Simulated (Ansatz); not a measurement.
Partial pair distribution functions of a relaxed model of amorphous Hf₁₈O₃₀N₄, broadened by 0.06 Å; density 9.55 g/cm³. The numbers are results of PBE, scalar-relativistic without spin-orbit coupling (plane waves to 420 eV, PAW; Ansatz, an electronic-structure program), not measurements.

It comes from a melt-quench run on a machine-learned potential (CHGNet), relaxed afterwards by DFT. O and N atoms were pushed apart under 1.9 Å during the dynamics, to hinder bonds among them. The hot cell started wider than the set density and was brought back towards it in steps. It is the lowest in DFT energy of 4 quenches. It is a model cell: composition and starting density were chosen by hand, and all elements were melted together. No dispersion term was used. Its density started from a set value of 9.19 and ended at 9.55 g/cm³. The simulated quench (nominally 300 K/ps over its main leg) is rapid and tends to freeze in more defects than a deposited or slowly cooled glass has. A cell of this size samples the disorder only roughly. Volume and shape were free in the relaxation.

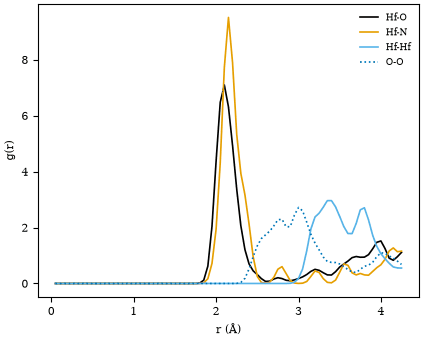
Partial pair distribution functions

Highest peaks under 4.5 Å: Hf-O near 2.10 Å, Hf-N near 2.15 Å, Hf-Hf near 3.40 Å, O-O near 3.00 Å; pairs of few atoms are noisy.

Within 2.60 Å each Hf has 5.33 O neighbours on average.
